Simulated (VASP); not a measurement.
Band structure of Ca$_{3}$Sn (space group Pm-3m). Method: PBEsol GGA, VASP's PBE PAW potentials (set 64) (plane waves; VASP).

Unless said otherwise, spin-orbit coupling is left out, though it shifts the bands of the heavy elements here.

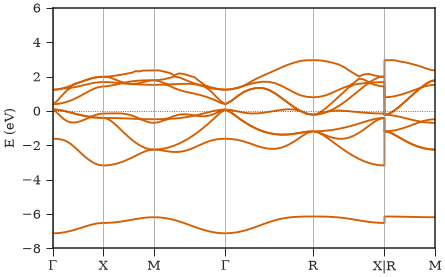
Figure. Bands along high-symmetry lines, zero at the valence-band maximum or, without a gap, the Fermi level

Q: Read the plot: is there a gap, and where are the band edges?

A: It has no gap at this level: it comes out as a metal or semimetal. (Edges off the drawn lines would not show.)

The structure comes from a computed database's Ca3Sn entry (Pm-3m); how it stands against other phases isn't given here. It was relaxed first.
